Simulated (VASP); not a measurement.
Band structure of CdO (rock salt). Level of theory: PBEsol GGA, VASP's PBE PAW potentials (set 64) (plane waves; VASP).

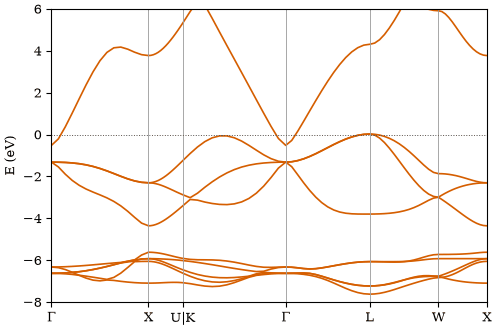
Fig. 1. Bands along high-symmetry lines, zero at the valence-band maximum or, without a gap, the Fermi level

Task: Read the plot: is there a gap, and where are the band edges?

Result: It has no gap at this level: it comes out as a metal or semimetal. (Edges off the drawn lines would not show.)

The compound is CdO in the rock salt structure. It was relaxed first.
